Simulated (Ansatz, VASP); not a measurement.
# Ca2TeS: VASP beside Ansatz

One calculation is typed for both programs; each brings its own data sets and cutoff. How far apart do they land? The cell is invented: As first built, before any earlier steps moved the atoms: it takes the CdS structure with some of its atoms replaced by other elements, volume scaled by an estimate. It may not be a known or stable phase. The cell comes out of the VASP series on this material, whose earlier steps may have relaxed, scaled or displaced it; both programs get it as it stands.

Program: Ansatz 0.2.0. Level of theory: plane waves, with VASP 6.6.1 beside it; band structure at PBE, single point at PBE and electric field gradients at PBE. Results are calculated unless marked as measured.

### 1. Set-up

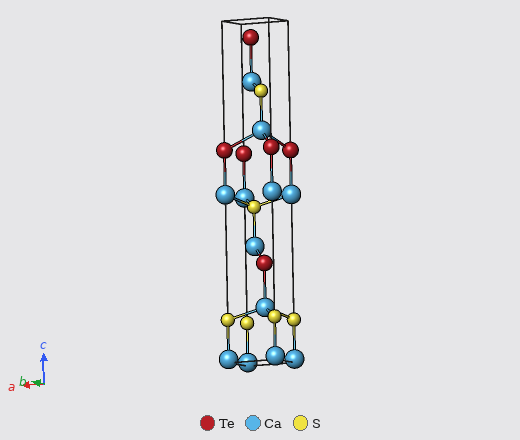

Start, viewed from a free direction; tellurium red, calcium blue, sulfur yellow. This picture shows the conventional cell, with its axes. Some periodic images of atoms are drawn too.

### 2. VASP: band structure, PBE

Levels along a path test the potential and the projectors away from the mesh points.

Lines of VASP's logs that name or quote its potential files are left out, and so is its time.

File INCAR:

```
SYSTEM = Ca2TeS
PREC = Accurate
ENCUT = 400
EDIFF = 1E-06
NELM = 100
ISMEAR = 0
SIGMA = 0.05
LREAL = .FALSE.
ALGO = Normal
GGA = PE
NBANDS = 30
LORBIT = 11
LWAVE = .FALSE.
LCHARG = .FALSE.
KPAR = 2
```

File POSCAR:

```
Ca2TeS
1.0
    2.3441484068      1.3533946540      7.8738150273
   -2.3441484068      1.3533946540      7.8738150273
    0.0000000000     -2.7067893079      7.8738150273
Te Ca S
1 2 1
Direct
    0.6217341323      0.6217341323      0.6217341323
    0.4919858784      0.4919858784      0.4919858784
    0.0104183776      0.0104183776      0.0104183776
    0.1258616117      0.1258616117      0.1258616117
```

File KPOINTS:

```
Automatic mesh
0
Gamma
5 5 5
0 0 0
```

File KPOINTS_OPT:

```
Line mode
16
Line-mode
Reciprocal
  0.00000000   0.00000000   0.00000000 GAMMA
  0.50000000   0.00000000   0.00000000 L

  0.50000000   0.00000000   0.00000000 L
  0.50000000   0.18636308  -0.18636308 B1

  0.81363692   0.50000000   0.18636308 B
  0.50000000   0.50000000   0.50000000 Z

  0.50000000   0.50000000   0.50000000 Z
  0.00000000   0.00000000   0.00000000 GAMMA

  0.00000000   0.00000000   0.00000000 GAMMA
  0.34318154   0.00000000  -0.34318154 X

  0.65681846   0.34318154   0.00000000 Q
  0.50000000   0.50000000   0.00000000 F

  0.50000000   0.50000000   0.00000000 F
  0.65681846   0.65681846   0.18636308 P1

  0.65681846   0.65681846   0.18636308 P1
  0.50000000   0.50000000   0.50000000 Z

  0.50000000   0.00000000   0.00000000 L
  0.81363692   0.34318154   0.34318154 P
```

The projector-augmented-wave data sets are Te, Ca_sv and S (PBE family, release 64).

The run is started by

```
$ mpirun -np 2 vasp_std
```

Numbers of over 12 decimals in the logs are rounded to 6 here.

The program printed:

```text
[banner, memory and clock lines left out]
running    2 mpi-ranks, on    1 nodes
 distrk:  each k-point on    1 cores,    2 groups
 distr:  one band on    1 cores,    1 groups

 POSCAR found type information on POSCAR TeCaS
 POSCAR found :  3 types and       4 ions
 LDA part: xc-table for (Slater+PW92), standard interpolation
 POSCAR, INCAR and KPOINTS ok, starting setup
 FFT: planning ... GRIDC
 FFT: planning ... GRID_SOFT
 FFT: planning ... GRID
 WAVECAR not read
 entering main loop
       N       E                     dE             d eps       ncg     rms          rms(c)
DAV:   1     0.216073575774E+03    0.21607E+03   -0.11930E+04  1180   0.764E+02
DAV:   2    -0.190667809233E+01   -0.21798E+03   -0.20754E+03  1304   0.235E+02
DAV:   3    -0.175252546514E+02   -0.15619E+02   -0.15461E+02  1842   0.520E+01
DAV:   4    -0.184735510953E+02   -0.94830E+00   -0.94080E+00  1740   0.108E+01
DAV:   5    -0.184963863050E+02   -0.22835E-01   -0.22834E-01  1626   0.160E+00    0.658E+00
DAV:   6    -0.176110379030E+02    0.88535E+00   -0.13184E+00  1368   0.353E+00    0.423E+00
DAV:   7    -0.175349132186E+02    0.76125E-01   -0.40900E-01  1456   0.239E+00    0.230E+00
DAV:   8    -0.175591612417E+02   -0.24248E-01   -0.81083E-02  1440   0.139E+00    0.478E-01
DAV:   9    -0.175580507318E+02    0.11105E-02   -0.68192E-03  1464   0.420E-01    0.224E-01
DAV:  10    -0.175603356305E+02   -0.22849E-02   -0.25574E-03  1356   0.175E-01    0.919E-02
DAV:  11    -0.175614611269E+02   -0.11255E-02   -0.97096E-04  1358   0.116E-01    0.529E-02
DAV:  12    -0.175615806691E+02   -0.11954E-03   -0.19552E-04  1442   0.495E-02    0.182E-02
DAV:  13    -0.175616049599E+02   -0.24291E-04   -0.43473E-05  1550   0.257E-02    0.108E-02
DAV:  14    -0.175616050601E+02   -0.10020E-06   -0.50490E-06  1384   0.844E-03
   1 F= -.17561605E+02 E0= -.17561605E+02  d E =-.715311E-17
 Start KPOINTS_OPT (optional k-point list driver)
k-point batch [1-19\144]
       N       E                     dE             ncg
DAV:   1    -0.379556139849E+04   -0.11777E+05     1164
DAV:   2    -0.789260432956E+04   -0.40970E+04     1354
DAV:   3    -0.816419708387E+04   -0.27159E+03     1810
DAV:   4    -0.818168336381E+04   -0.17486E+02     1784
DAV:   5    -0.818206206932E+04   -0.37871E+00     1650
DAV:   6    -0.818206587297E+04   -0.38037E-02     1648
DAV:   7    -0.818206599378E+04   -0.12081E-03     1706
DAV:   8    -0.818206599550E+04   -0.17222E-05     1384
DAV:   9    -0.818206599562E+04   -0.11895E-06     1078
[...]
k-point batch [134-144\144]
       N       E                     dE             ncg
DAV:   1     0.197333386322E+04   -0.10766E+05      676
DAV:   2    -0.344268899796E+03   -0.23176E+04      776
DAV:   3    -0.505251471314E+03   -0.16098E+03     1034
DAV:   4    -0.516201939877E+03   -0.10950E+02     1050
DAV:   5    -0.516439978169E+03   -0.23804E+00      924
DAV:   6    -0.516441668178E+03   -0.16900E-02      976
DAV:   7    -0.516441719224E+03   -0.51047E-04      964
DAV:   8    -0.516441720697E+03   -0.14725E-05      856
DAV:   9    -0.516441720756E+03   -0.59712E-07      538
```

From OUTCAR (step 2):

```text
ion  position               nearest neighbor table
   1  0.622  0.622  0.622-   3 3.01   3 3.01   3 3.01   2 3.06
   2  0.492  0.492  0.492-   4 2.82   4 2.82   4 2.82   1 3.06
   3  0.010  0.010  0.010-   4 2.73   1 3.01   1 3.01   1 3.01
   4  0.126  0.126  0.126-   3 2.73   2 2.82   2 2.82   2 2.82

  LATTYP: Found a trigonal (rhomboedric) cell.
 ALAT       =     8.3260838290
 COS(alpha) =     0.8414673776

 Subroutine GETGRP returns: Found  6 space group operations
 (whereof  6 operations were pure point group operations)

The static configuration has the point symmetry C_3v.

 Found     19 irreducible k-points:

   k-points           NKPTS =     19   k-points in BZ     NKDIM =     19   number of bands    NBANDS=     30

   dimension x,y,z NGX =    54 NGY =   54 NGZ =   54
   dimension x,y,z NGXF=   108 NGYF=  108 NGZF=  108

   ENCUT  =  400.0 eV  29.40 Ry    5.42 a.u.  13.58 13.58 13.58*2*pi/ulx,y,z

   NELECT =      32.0000    total number of electrons

 k-points in reciprocal lattice and weights: Automatic mesh
   0.00000000  0.00000000  0.00000000       0.008
   0.20000000 -0.00000000 -0.00000000       0.048
   0.40000000  0.00000000  0.00000000       0.048
   0.20000000  0.20000000 -0.00000000       0.048
   0.40000000  0.20000000  0.00000000       0.096
  -0.40000000  0.20000000 -0.00000000       0.096
  -0.20000000  0.20000000  0.00000000       0.048
   0.40000000  0.40000000  0.00000000       0.048
  -0.40000000  0.40000000  0.00000000       0.048
[...]
0.40000000  0.40000000  0.40000000       0.016
  -0.40000000  0.40000000  0.40000000       0.048

 average (electrostatic) potential at core
       1 -91.0712       2 -48.0560       3 -47.5664       4 -88.6310

 E-fermi :   1.3474

 k-point     1 :       0.0000    0.0000    0.0000
  band No.  band energies     occupation
    ...
     12      -0.2442      2.00000
     13      -0.2442      2.00000
     14       0.2172      2.00000
     15       1.0530      2.00000
     16       1.0530      2.00000
     17       3.4296      0.00000
     18       5.2717      0.00000
     19       5.4994      0.00000
     20       5.4994      0.00000
     21       5.5811      0.00000
    ...

 k-point     2 :       0.2000   -0.0000   -0.0000
  band No.  band energies     occupation
    ...
     12      -0.5484      2.00000
     13      -0.2165      2.00000
     14       0.2411      2.00000
     15       0.4349      2.00000
     16       0.9992      2.00000
     17       4.0582      0.00000
     18       4.8758      0.00000
     19       5.0751      0.00000
     20       5.3650      0.00000
     21       5.5659      0.00000
    ...

 k-point     3 :       0.4000    0.0000    0.0000
  band No.  band energies     occupation
    ...
     12      -0.3970      2.00000
     13      -0.2958      2.00000
     14      -0.1733      2.00000
     15       0.2665      2.00000
     16       0.9094      2.00000
     17       4.0545      0.00000
     18       4.5016      0.00000
     19       5.0588      0.00000
     20       5.4641      0.00000
     21       5.6033      0.00000
    ...

  Total       -0.0325348     -0.0325348      0.0117499     -0.0000000      0.0000000      0.0000000
  in kB       -0.3477867     -0.3477867      0.1256024     -0.0000000      0.0000000      0.0000000
  external PRESSURE =      -0.1899903 kB  Pullay stress =       0.0000000 kB

  energy-cutoff  :      400.00
  volume of cell :      149.88
      direct lattice vectors                 reciprocal lattice vectors
     2.344148407  1.353394654  7.873815027     0.213297076  0.123147129  0.042334413
    -2.344148407  1.353394654  7.873815027    -0.213297076  0.123147129  0.042334413
     0.000000000 -2.706789308  7.873815027     0.000000000 -0.246294259  0.042334413

 POSITION                                       TOTAL-FORCE (eV/Angst)
 -----------------------------------------------------------------------------------
      0.00000      0.00000     14.68626         0.000000     -0.000000     -0.005312
      0.00000      0.00000     11.62142         0.000000      0.000000      0.000197
      0.00000      0.00000      0.24610         0.000000     -0.000000     -0.003725
      0.00000      0.00000      2.97303         0.000000      0.000000      0.008839
 -----------------------------------------------------------------------------------
    total drift:                               -0.000000      0.000000     -0.000789

  FREE ENERGIE OF THE ION-ELECTRON SYSTEM (eV)
  ---------------------------------------------------
  free  energy   TOTEN  =       -17.5616050601 eV

  energy  without entropy=      -17.5616050601  energy(sigma->0) =      -17.56160506

 total charge
# of ion       s       p       d       tot
------------------------------------------
    1        1.338   2.173   0.004   3.514
    2        2.037   5.843   0.212   8.091
    3        2.047   5.850   0.248   8.144
    4        1.315   2.444   0.000   3.759
--------------------------------------------------
tot          6.736  16.309   0.463  23.508

[... 3 further parts left out ...]
```

The run ends at a pressure of -0.02 GPa, with forces up to 0.0088 eV/Å.

### 3. Ansatz: band structure, PBE

Ansatz runs on its default PAW (the set named soft_2) files.

The same cell, functional, mesh and smearing now go to Ansatz, which takes its cutoff from its data sets.

File input.yaml:

```yaml
crystal:
  lattice:
    - [2.3441484068, 1.353394654, 7.8738150273]
    - [-2.3441484068, 1.353394654, 7.8738150273]
    - [0.0, -2.7067893079, 7.8738150273]
  atoms:
    - { symbol: Te, position: [0.6217341323, 0.6217341323, 0.6217341323] }
    - { symbol: Ca, position: [0.4919858784, 0.4919858784, 0.4919858784] }
    - { symbol: Ca, position: [0.0104183776, 0.0104183776, 0.0104183776] }
    - { symbol: S, position: [0.1258616117, 0.1258616117, 0.1258616117] }
hamiltonian:
  xc: pbe
  pseudopotentials: { kind: paw }
kpoints:
  mp_grid: { grid: [5, 5, 5] }
  band_path:
    path:
      - [0.0, 0.0, 0.0]
      - [0.13333, 0.0, 0.0]
      - [0.3, 0.0, 0.0]
      - [0.46667, 0.0, 0.0]
      - [0.5, 0.03727, -0.03727]
      - [0.5, 0.09939, -0.09939]
      - [0.5, 0.16151, -0.16151]
      - [0.77182, 0.5, 0.22818]
      - [0.66727, 0.5, 0.33273]
      - [0.56273, 0.5, 0.43727]
      - [0.5, 0.5, 0.5]
      - [0.46667, 0.46667, 0.46667]
      - [0.3, 0.3, 0.3]
      - [0.13333, 0.13333, 0.13333]
      - [0.0, 0.0, 0.0]
      - [0.11439, 0.0, -0.11439]
      - [0.20591, 0.0, -0.20591]
      - [0.3203, 0.0, -0.3203]
      - [0.62545, 0.37455, 0.0]
      - [0.57318, 0.42682, 0.0]
      - [0.52091, 0.47909, 0.0]
      - [0.52091, 0.52091, 0.02485]
      - [0.57318, 0.57318, 0.08697]
      - [0.62545, 0.62545, 0.14909]
      - [0.64636, 0.64636, 0.20727]
      - [0.59409, 0.59409, 0.31182]
      - [0.54182, 0.54182, 0.41636]
      - [0.5, 0.0, 0.0]
      - [0.60455, 0.11439, 0.11439]
      - [0.70909, 0.22879, 0.22879]
      - [0.81364, 0.34318, 0.34318]
    npoints: 1
scf:
  occupations: { method: gaussian, width: 0.05 }
  n_extra_bands: 8
output:
  forces: true
  stress: true
  eigenvalues: true
```

The run is started by

```
$ ansatz run input.yaml --threads 2 --pin off --max-ram 4608MiB --backend cpu --events-out ev --progress --plain --runs-dir out
```

The program printed:

```text
basis.fft_grid_basis auto: the FFT boxes are laid along the combinations [[1, 0, -1], [0, 1, -1], [0, 0, 1]] of the cell's own vectors, 4.688, 4.688 and 8.326 Å long. The dense box has 32×32×60 points. Along the cell's own vectors, as sized, it would have 60×60×60, 3.52 times as many. Of the 6 symmetry operations that the crystal satisfies within crystal.symmetry.tolerance (time reversal apart; of a slab, those that  [...]
scf.n_extra_bands = 8 over 21 filled bands (N_el = 42.0): the run solves 29 bands
Engine: ansatz 0.2.0, aarch64-unknown-linux-gnu
Pseudopotentials: kind: paw
Pseudopotential: Te, paw, valence charge 16, recommended cutoff 420 eV (normal), Te.paw.azcp
Pseudopotential: Ca, paw, valence charge 10, recommended cutoff 420 eV (normal), Ca.paw.azcp
Pseudopotential: S, paw, valence charge 6, recommended cutoff 420 eV (normal), S.paw.azcp
Functional definition: PBE
  parameter kappa = 0.804
  parameter beta = 0.066725
  exchange = pbe_x(kappa = kappa, mu = beta*pi^2/3)
  correlation = pbe_c(beta = beta)
Crystal: 4 atoms, lattice volume = 149.881 Å³
Basis set: ecut = 420 eV, 2925 PW (Γ), FFT grids on a1−a3, a2−a3, a3, exchange–correlation on 64×64×120 points (8 copies of the dense FFT grid, shifted against one another)
Bands: 29, of which v1, the nominal top of the filled ones, is band 21 counted from 1 (20 counted from 0)
Symmetry: 6 space group operations
Space group: R3m (ITA 160), of the structure as read, at distance tolerance 5.3e-5 Å
k-points: 19 of 125 (time reversal used)
Non-local potential: Te, projectors of the file, l = 0: 2, l = 1: 2, l = 2: 2, l = 3: 2
Non-local potential: Ca, projectors of the file, l = 0: 3, l = 1: 2, l = 2: 2
Non-local potential: S, projectors of the file, l = 0: 2, l = 1: 2, l = 2: 2
PAW form: soft (Blöchl's): semilocal exchange-correlation on the pseudo side does not see the compensation charge
PAW one-centre angular grid: Te, 590 points (default); XC on 64 Gauss nodes
PAW one-centre angular grid: Ca, 110 points (default); XC on 64 Gauss nodes
PAW one-centre angular grid: S, 110 points (default); XC on 64 Gauss nodes
Initial density: superposition of atomic densities (neutral atoms: chi_scale 0, normalization atom), corrected by the library's trained network
Initial wavefunctions: pseudopotential atomic-orbital guess
Functional: x = pbe(κ = 0.804, μ = 0.219515), c = pbe(β = 0.066725)
SCF iter   1: F=—  HF=-11522.214603 eV  |F-HF|=—  |Δ(HF+E_count)|=         —  Δρ=1.19e-3  dr2=5.67e-3  ethr=1.77e-3  ⟨swp⟩=9.5  Hψ=3278  notcnv=0  defer=1
preconditioner: auto → Resta (q_TF=auto, 2.207 Å⁻¹)  ε∞=3.5  [insulator: Δε(μ)=2.332 eV  Ē_g=7.707 eV  σ=0.050 eV  W_gap=1.00  n_scr=28 (ndim 8)  ℏωp=12.1 eV  f_vac=0.121  D(μ)=0.00/eV (n_scr^D=0)  ε∞_Penn≈3.5]
SCF iter   2: F=—  HF=-11522.214672 eV  |F-HF|=—  |Δ(HF+E_count)|=   6.91e-5  Δρ=5.50e-4  dr2=1.08e-3  ethr=1.35e-5  ⟨swp⟩=2.1  Hψ=987  notcnv=0  defer=10
SCF iter   3: F=—  HF=-11522.214831 eV  |F-HF|=—  |Δ(HF+E_count)|=   1.59e-4  Δρ=2.36e-4  dr2=2.26e-4  ethr=2.58e-6  ⟨swp⟩=2.0  Hψ=650  notcnv=0  defer=10
SCF iter   4: F=—  HF=-11522.214927 eV  |F-HF|=—  |Δ(HF+E_count)|=   9.67e-5  Δρ=8.11e-5  dr2=1.98e-5  ethr=5.39e-7  ⟨swp⟩=2.0  Hψ=634  notcnv=0  defer=10
SCF iter   5: F=—  HF=-11522.214923 eV  |F-HF|=—  |Δ(HF+E_count)|=   4.31e-6  Δρ=2.41e-5  dr2=1.73e-6  ethr=4.72e-8  ⟨swp⟩=2.0  Hψ=770  notcnv=0  defer=10
SCF iter   6: F=—  HF=-11522.214925 eV  |F-HF|=—  |Δ(HF+E_count)|=   2.45e-6  Δρ=9.31e-6  dr2=2.76e-7  ethr=4.12e-9  ⟨swp⟩=2.0  Hψ=669  notcnv=0  defer=10
SCF iter   7: F=-11522.214926 eV  HF=-11522.214926 eV  |F-HF|=2.21e-8  |Δ(HF+E_count)|=   2.36e-7  Δρ=3.15e-6  dr2=3.80e-8  ethr=2.38e-10  ⟨swp⟩=10.9  Hψ=2774  notcnv=0
SCF 1 converged in 7 iterations: F = -11522.214926 eV  dr2 = 3.80e-8
  greatest PAW one-centre occupation: 0.998 electrons in one spin orbital (limit 2), on the Te atom at site 0 (counted from 0), in its partial waves of l = 2
NSCF: frozen V_eff on 31 k-points
SCF converged after 7 iterations
Free energy (F): -11522.214926 eV
Harris-Foulkes:  -11522.214926 eV  (|F-HF|=2.21e-8)
Internal energy: -11522.214926 eV  (E = F + TS)
E sigma→0 (E₀):  -11522.214926 eV
Fermi energy:    4.715442 eV
--- Per-component energies (eV) ---
  E_band       = -661.995883
  E_kinetic    = 843.304728
  E_local      = -3748.073382  (includes V_loc(G=0)·N_el)
  E_nonlocal   = -154.342166
  E_hartree    = 1723.693102
  E_xc         = -496.861533
  E_vxc        = -535.114093  (∫ρ·V_xc dr)
  E_paw        = -6979.999167  (= ΣΔE_a)
  E_vpaw       = -515.160211  (= ΣTr[D̂ρ^β])
  E_aug_tail   = -0.000191  (compensation charges beyond the density's cutoff)
  E_ewald      = -2709.936317
  E_smearing   = -0.000000  (= −TS)
  E_closure    = 0.000000  (closes the sum)
  Σ components = -11522.214926   (vs F -11522.214926, Δ=0.00e0)
--- Forces (eV/Å), atoms counted from 1 ---
  atom   1  Te     0.00000000     0.00000000     0.00078154
  atom   2  Ca     0.00000000     0.00000000     0.00238140
  atom   3  Ca     0.00000000    -0.00000000    -0.00628276
  atom   4  S      0.00000000     0.00000000     0.00322598
  max |Σ_I F_I| component: 1.06e-4 eV/Å
--- Stress (GPa, compression-positive) ---
       -0.107570       0.000000       0.000000
        0.000000      -0.107570       0.000000
        0.000000       0.000000      -0.070609
  P = ⅓ Tr σ = -0.0952 GPa (-0.952 kbar)
--- Band table (eV; the first three rows and the last of 19) ---
  k-point 0: bands = [... 17 lower, 2.2248, 2.6861, 3.5211, 3.5211, 5.9004, 7.7413, 7.9649, 7.9649, ... 4 higher]
  k-point 1: bands = [... 17 lower, 2.2521, 2.7097, 2.9042, 3.4670, 6.5283, 7.3451, 7.5453, 7.8306, ... 4 higher]
  k-point 2: bands = [... 17 lower, 2.1740, 2.2947, 2.7341, 3.3769, 6.5261, 6.9725, 7.5255, 7.9297, ... 4 higher]
  k-point 18: bands = [... 17 lower, 2.2541, 2.4702, 3.0374, 3.4732, 6.9400, 7.4304, 7.5667, 7.9306, ... 4 higher]
```

The job ended after 15 s (2 threads of Arm Neoverse N1, shared host; peak memory 0.37 GiB).

Reading the cycles: dr2 is the Hartree energy of the density residual (eV), the measure of convergence; HF is the Harris–Foulkes estimate of the energy, which meets the free energy F at convergence.

### 4. Comparison

Known differences besides the PAW data sets themselves: the data sets hold 42 valence electrons in Ansatz (default PAW (the set named soft_2) files) and 32 in VASP; the cutoff is 420 eV in Ansatz and 400 eV in VASP; VASP leaves aspherical gradient terms in its spheres out (LASPH is not set), Ansatz keeps them. Total energies have different zeros and are not compared.

Both answers:

```
                     quantity  Ansatz   VASP  difference
               pressure (GPa)   -0.10  -0.02       -0.08
gap over the path points (eV)   2.370  2.368      +0.003
```

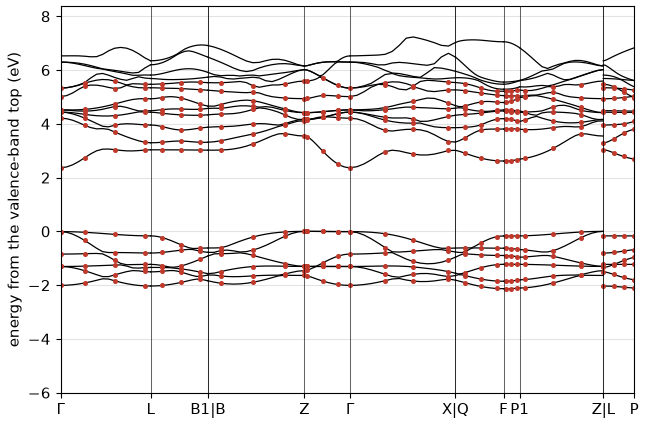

Bands from VASP (lines) and levels from Ansatz (dots). Dots without a line are higher empty bands that the VASP plot leaves out.

Levels at points of the path, from each program's valence-band top (eV; 4 filled, then empty):

```csv
k (reciprocal lattice),Ansatz,VASP
0.000 0.000 0.000,-1.30 -0.84 -0.01 -0.01 2.37 4.21 4.43,-1.31 -0.84 -0.01 -0.01 2.37 4.21 4.44
0.133 0.000 0.000,-1.29 -0.83 -0.34 -0.03 2.74 3.95 4.22,-1.29 -0.83 -0.34 -0.03 2.73 3.95 4.22
0.300 0.000 0.000,-1.25 -1.07 -0.79 -0.11 3.04 3.70 3.95,-1.25 -1.07 -0.79 -0.11 3.04 3.70 3.95
0.467 0.000 0.000,-1.35 -1.23 -0.81 -0.17 3.03 3.32 3.96,-1.35 -1.23 -0.81 -0.17 3.02 3.32 3.96
0.500 0.037 -0.037,-1.34 -1.27 -0.78 -0.23 3.04 3.32 3.90,-1.34 -1.27 -0.78 -0.23 3.03 3.31 3.90
0.500 0.099 -0.099,-1.40 -1.28 -0.70 -0.50 3.03 3.36 3.77,-1.40 -1.29 -0.70 -0.50 3.03 3.36 3.77
0.500 0.162 -0.162,-1.51 -1.03 -0.74 -0.63 3.03 3.32 3.84,-1.52 -1.03 -0.74 -0.63 3.02 3.31 3.84
0.772 0.500 0.228,-1.50 -0.83 -0.71 -0.61 3.03 3.37 3.89,-1.50 -0.83 -0.71 -0.61 3.02 3.37 3.89
0.667 0.500 0.333,-1.31 -0.89 -0.70 -0.21 3.25 3.62 3.99,-1.31 -0.89 -0.70 -0.21 3.25 3.62 3.99
0.563 0.500 0.437,-1.29 -1.20 -0.18 -0.02 3.64 3.96 4.01,-1.30 -1.20 -0.18 -0.02 3.64 3.96 4.00
```

At this near-relaxed geometry the largest component of a force difference is 6 meV/Å. Among the levels compared (up to four filled and three empty ones at each point), filled levels agree within 2 meV and empty ones within 5 meV.

[end of part 1 of 2]

[Lines on the potential files, build, host, timing and source positions are cut from VASP's logs without a mark.]

[Logs are printed without paths, hosts, clocks, repeated set-up lines and the standing remarks that a program may print on its own settings, such as how far it seeks lower states.]

[Hosts, paths, dates, database ids (printed as entryN), source tags and the programs' standing remarks are cut or masked in the printed files.]
